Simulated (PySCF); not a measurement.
```xyz
14

C    -1.9320   -0.8474    0.3301
C    -1.4714    0.2395   -0.2578
C    -0.0797    0.3824   -0.8029
O     0.6692   -0.7993   -0.7572
Si    1.8751   -0.7366    0.3384
O     1.6514    0.8699    0.7155
C     0.6407    1.4269    0.0664
O     0.3261    2.5736    0.1651
H    -2.9332   -0.8952    0.7205
H    -1.3286   -1.7349    0.4226
H    -2.0635    1.1376   -0.3591
H    -0.1162    0.7443   -1.8378
H     1.5959   -1.4981    1.5423
H     3.1655   -0.8631   -0.3082
```

Geometry: GFN2-xTB.

These are results of PBE0/pcSseg-1, SCF density, gas phase, non-relativistic (PySCF 2.14.0), not measurements.

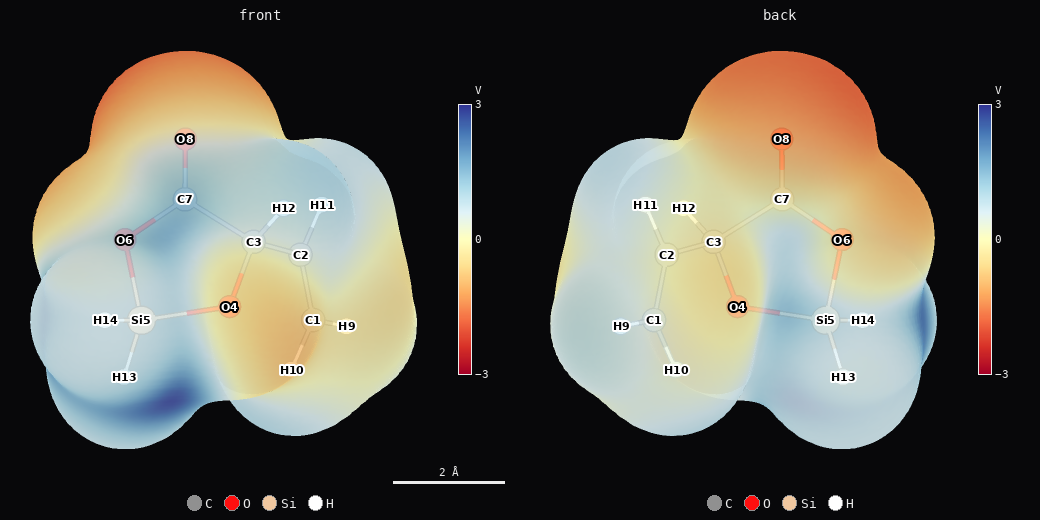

C4H6O3Si. The electrostatic potential painted on the density surface at 0.002 e/bohr³, seen from the front and from behind; the colour scale runs from red (negative) to blue (positive).

### Where is the surface potential most negative and most positive?

The most negative region (about −1.8 V) lies over O8, the most positive (about +2.6 V) over Si5. O8 is the likeliest acceptor of a hydrogen bond.
